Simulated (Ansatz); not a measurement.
**One shape, several levels: BH5S (SMILES [H]B([H])([H])<-S)**

We compute a comparison of 6 runs (CAM-B3LYP/STO-3G, r2SCAN/STO-3G, MP2/STO-3G, CCSDT(Q)/STO-3G, CCSDTQ/STO-3G, CCSD(T)/STO-3G) of BH5S. 

The calculation is run with Ansatz 0.2.0.

43 further runs of the same task are left out: 43 set aside as unsound or not needed.

## 1. The system as given

BH5S: 7 atoms, total charge 0, spin state singlet. SMILES: `[H]B([H])([H])<-S`. The S2–B1 distance was set to 5.099 Å, away from the relaxed value. At this shape a bond of the SMILES string is far longer than usual.

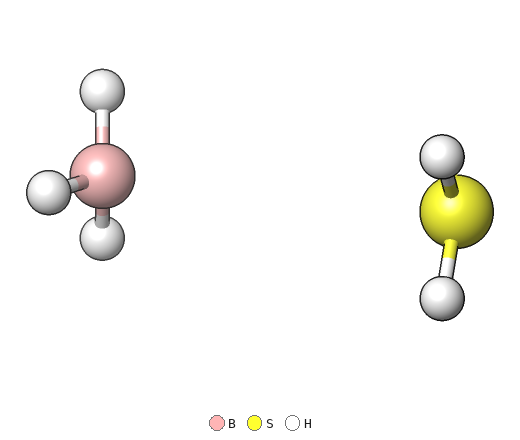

The structure, seen from a chosen angle (boron pink, sulfur yellow, hydrogen white).

## 2. The energy at CAM-B3LYP/STO-3G (run 1)

molecule.yaml

```yaml
crystal:
  periodic: [false, false, false]
  atoms:
    - symbol: B
      position_ang: [0.118000, -0.196135, -3.876323]
    - symbol: S
      position_ang: [0.134050, -0.231310, 1.222430]
    - symbol: H
      position_ang: [0.506250, 1.037510, 1.415020]
    - symbol: H
      position_ang: [-1.154430, 0.067690, 1.414850]
    - symbol: H
      position_ang: [1.270560, -0.195875, -4.134853]
    - symbol: H
      position_ang: [-0.462630, 0.800675, -4.140993]
    - symbol: H
      position_ang: [-0.450330, -1.198145, -4.137063]
basis:
  gaussian: {orbitals: STO-3G}
accuracy: high
hamiltonian: {xc: {name: CAM-B3LYP}}
```

Run with:

```console
ansatz run molecule.yaml --threads 1 --pin off --max-ram 2610MiB --events-out events.jsonl --progress --plain --runs-dir runs
```

The program printed:

```text
Warning: RAYON_NUM_THREADS=1 ignored (pool sized by the plan → 1); use --threads N
Functional definition: CAM-B3LYP
  name "CAM-B3LYP"
  parameter alpha = 0.19
  parameter beta = 0.46
  parameter omega = 0.33/bohr
  parameter ac = 0.81
  exchange = (1 - alpha - beta)*b88_x + beta*b88_x_sr(omega) + alpha*exact_x + beta*exact_x_lr(omega)
  correlation = (1 - ac)*vwn5_c + ac*lyp_c
276 factors; integrals over basis functions are off by at most 2.1e-8 eV
168 factors; integrals over basis functions are off by at most 2.1e-9 eV
mean field evaluation 1: about -11460.2202 eV, gradient 1.1e1 eV
mean field evaluation 2: about -11460.7384 eV, gradient 3.8e0 eV
mean field evaluation 4: about -11460.7927 eV, gradient 3.3e-2 eV
mean field evaluation 8: about -11460.7434 eV, gradient 1.6e-4 eV
mean field -11460.74341986 eV, -421.1745523089 hartree, gradient 2.4e-8 eV, S^2 0.000000; 0 other end points of the search recorded, 0 dependent functions left out
reference -11460.74343736 eV, -421.1745529520 hartree; 13, 13 occupied and 6, 6 virtual orbitals, 276 factors
Total energy: -11460.74343736 eV, -421.1745529520 hartree
```

Run time: 1.1 s. Hardware: 1 thread of Arm Neoverse V2, shared host; peak memory 0.099 GiB.

## 3. A single-point energy at r2SCAN/STO-3G (run 2)

molecule.yaml

```yaml
crystal:
  periodic: [false, false, false]
  atoms:
    - {symbol: B, position_ang: [0.118000, -0.196135, -3.876323]}
    - {symbol: S, position_ang: [0.134050, -0.231310, 1.222430]}
    - {symbol: H, position_ang: [0.506250, 1.037510, 1.415020]}
    - {symbol: H, position_ang: [-1.154430, 0.067690, 1.414850]}
    - {symbol: H, position_ang: [1.270560, -0.195875, -4.134853]}
    - {symbol: H, position_ang: [-0.462630, 0.800675, -4.140993]}
    - {symbol: H, position_ang: [-0.450330, -1.198145, -4.137063]}
basis:
  gaussian:
    orbitals: STO-3G
hamiltonian:
  xc: r2scan
accuracy: high
```

Run with:

```console
ansatz run molecule.yaml --threads 1 --pin off --max-ram 2610MiB --events-out events.jsonl --progress --plain --runs-dir runs
```

The program printed:

```text
Warning: RAYON_NUM_THREADS=1 ignored (pool sized by the plan → 1); use --threads N
Functional definition: r2SCAN
  name "r2SCAN"
  parameter k0 = 0.174
  parameter k1 = 0.065
  parameter a1 = 4.9479
  exchange = r2scan_x(k0 = k0, k1 = k1, a1 = a1)
  correlation = r2scan_c
276 factors; integrals over basis functions are off by at most 2.1e-8 eV
mean field evaluation 1: about -11460.4899 eV, gradient 8.4e0 eV
mean field evaluation 2: about -11460.6409 eV, gradient 5.5e0 eV
mean field evaluation 4: about -11460.7514 eV, gradient 2.3e-1 eV
mean field evaluation 8: about -11460.6838 eV, gradient 3.3e-3 eV
mean field evaluation 16: about -11460.6838 eV, gradient 3.0e-8 eV
mean field -11460.68381146 eV, -421.1723617406 hartree, gradient 3.0e-8 eV, S^2 0.000000; 0 other end points of the search recorded, 0 dependent functions left out
reference -11460.68381200 eV, -421.1723617604 hartree; 13, 13 occupied and 6, 6 virtual orbitals, 276 factors
Total energy: -11460.68381200 eV, -421.1723617604 hartree
```

Wall time 2.3 s (1 thread of Arm Neoverse V2, shared host); peak memory 0.14 GiB.

Runs 3 to 4 aren't shown in full; the table further down has their settings and results.

## 4. The energy at CCSDTQ/STO-3G (run 5)

run.yaml

```yaml
crystal:
  periodic: [false, false, false]
  atoms:
    - {symbol: B, position_ang: [0.118000, -0.196135, -3.876323]}
    - {symbol: S, position_ang: [0.134050, -0.231310, 1.222430]}
    - {symbol: H, position_ang: [0.506250, 1.037510, 1.415020]}
    - {symbol: H, position_ang: [-1.154430, 0.067690, 1.414850]}
    - {symbol: H, position_ang: [1.270560, -0.195875, -4.134853]}
    - {symbol: H, position_ang: [-0.462630, 0.800675, -4.140993]}
    - {symbol: H, position_ang: [-0.450330, -1.198145, -4.137063]}
basis:
  gaussian: {orbitals: STO-3G}
correlation: {method: ccsdtq, frozen_orbitals: {B: 1, H: 0, S: 5}}
accuracy: high
scf: {omitted_lower_state_checks: [cluster_reference, increment]}
```

Run with:

```console
ansatz run run.yaml --threads 1 --pin off --max-ram 2610MiB --events-out events.jsonl --progress --plain --runs-dir runs
```

The program printed, cut to the lines that bear on the results:

```text
Warning: RAYON_NUM_THREADS=1 ignored (pool sized by the plan → 1); use --threads N
Functional definition: HF
  name "HF"
[...]
276 factors; integrals over basis functions are off by at most 2.1e-8 eV
[...]
mean field -11438.65197366 eV, -420.3627066353 hartree, gradient 4.5e-8 eV, S^2 0.000000; 0 other end points of the search recorded, 0 dependent functions left out
6 core orbitals not correlated: weight in the atoms' cores, before any rotation towards them, 1.000 or more for the frozen orbitals, at most 0.000 for the correlated occupied ones
reference -11438.65197366 eV, -420.3627066353 hartree; 7, 7 occupied and 6, 6 virtual orbitals, 276 factors
second order -1.77397224 eV of doubles, -0.00000000 eV of singles
cycle   1  -2.31980394 eV  change   -5.5e-1 eV  update   5.7e-2
[...]
cycle  19  -2.61964607 eV  change  -2.2e-10 eV  update   1.2e-9
Total energy: -11441.27161973 eV, -420.4589768527 hartree
Checks for a lower state left out: cluster_reference, increment
```

It took 3.9 s on 1 thread of Arm Neoverse V2, shared host; peak memory 0.11 GiB.

## 5. The energy at CCSD(T)/STO-3G (run 6)

job.yaml

```yaml
crystal:
  periodic: [false, false, false]
  atoms:
    - symbol: B
      position_ang: [0.118000, -0.196135, -3.876323]
    - symbol: S
      position_ang: [0.134050, -0.231310, 1.222430]
    - symbol: H
      position_ang: [0.506250, 1.037510, 1.415020]
    - symbol: H
      position_ang: [-1.154430, 0.067690, 1.414850]
    - symbol: H
      position_ang: [1.270560, -0.195875, -4.134853]
    - symbol: H
      position_ang: [-0.462630, 0.800675, -4.140993]
    - symbol: H
      position_ang: [-0.450330, -1.198145, -4.137063]
basis:
  gaussian: {orbitals: STO-3G}
correlation: {method: ccsd_t, frozen_orbitals: {B: 1, H: 0, S: 5}}
accuracy: high
scf: {omitted_lower_state_checks: [cluster_reference, increment]}
```

Run with:

```console
ansatz run job.yaml --threads 1 --pin off --max-ram 2610MiB --events-out events.jsonl --progress --plain --runs-dir runs
```

The program printed, cut to the lines that bear on the results:

```text
Warning: RAYON_NUM_THREADS=1 ignored (pool sized by the plan → 1); use --threads N
Functional definition: HF
  name "HF"
[...]
276 factors; integrals over basis functions are off by at most 2.1e-8 eV
[...]
mean field -11438.65197366 eV, -420.3627066353 hartree, gradient 4.5e-8 eV, S^2 0.000000; 0 other end points of the search recorded, 0 dependent functions left out
6 core orbitals not correlated: weight in the atoms' cores, before any rotation towards them, 1.000 or more for the frozen orbitals, at most 0.000 for the correlated occupied ones
reference -11438.65197366 eV, -420.3627066353 hartree; 7, 7 occupied and 6, 6 virtual orbitals, 276 factors
second order -1.77397224 eV of doubles, -0.00000000 eV of singles
cycle   1  -2.31980433 eV  change   -5.5e-1 eV  update   5.7e-2
[...]
cycle  17  -2.60855575 eV  change   6.7e-11 eV  update   1.7e-9
perturbative correction -0.00713482 eV, -0.0002621998 hartree
Total energy: -11441.26766423 eV, -420.4588314906 hartree
Checks for a lower state left out: cluster_reference, increment
```

Wall time 0.12 s (1 thread of Arm Neoverse V2, shared host).

## 6. Overview of the runs

```
run             level  frozen core orbitals  energy (Eh)  wall time
  1  CAM-B3LYP/STO-3G                     –  -421.174553      1.1 s
  2     r2SCAN/STO-3G                     –  -421.172362      2.3 s
  3        MP2/STO-3G                     6  -420.427899     0.08 s
  4   CCSDT(Q)/STO-3G                     6  -420.458974     0.24 s
  5     CCSDTQ/STO-3G                     6  -420.458977      3.9 s
  6    CCSD(T)/STO-3G                     6  -420.458831     0.12 s
```

## 7. What came out

| quantity | value |
| --- | --- |
| run 6: total energy | -420.45883 Eh |
| run 6: correlation energy (6 core orbitals frozen) | -96.1 mEh |
| run 6: (T) correction | -0.26 mEh |
| run 6: T1 diagnostic | 0.004 |

What this shows: Totals of different functionals can't be ranked against each other. In runs 1, 2, 3, 4, 5, 6 the basis is minimal, so the values are rough. All runs together took 7.7 s, the longest 3.9 s.
